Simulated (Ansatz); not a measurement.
```csv
atom,x (Å),y (Å),z (Å)
Cl,-1.3628,3.2452,0.2854
O,-2.0169,0.4559,-0.5149
Si,-1.6474,1.8655,-1.3504
H,-2.0402,0.4845,0.4649
```

Geometry: BLYP-D3(BJ)/def2-SVP.

Level of theory: isolated molecule in a Gaussian basis; Kohn-Sham density functional theory, functional PBE0 in Ansatz 0.2.0.

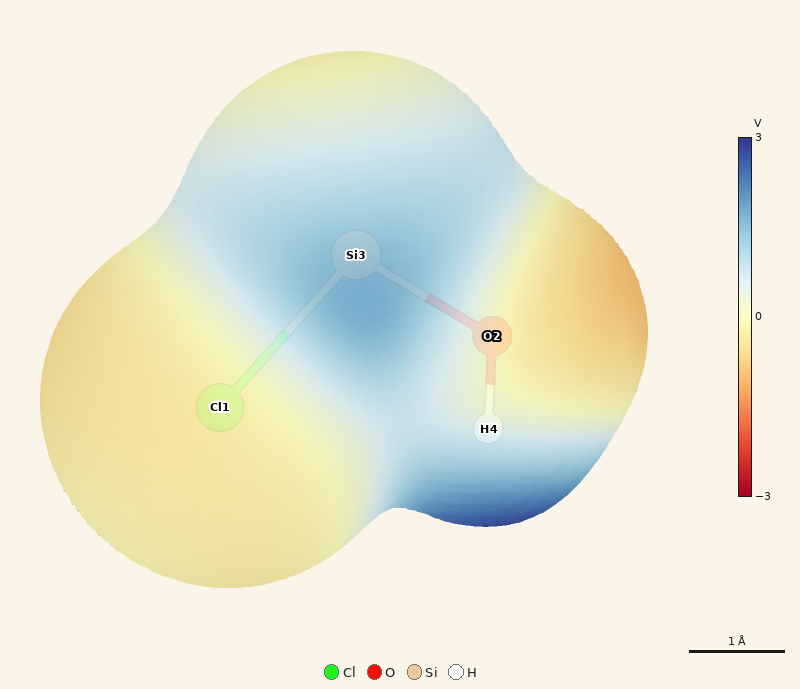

ClHOSi (SMILES O[Si]Cl). The electrostatic potential painted on the density surface at 0.002 e/bohr³, seen across its widest extent; red is negative and blue positive.

Which sites attract a positive test charge, and which a negative one?

Answer. A positive charge is drawn to the negative regions and a negative charge to the positive ones. The most negative region (about −0.9 V) lies over O2, the most positive (about +2.8 V) over H4.

What dipole moment does the calculation give?

Answer. Its dipole moment is 0.74 D.
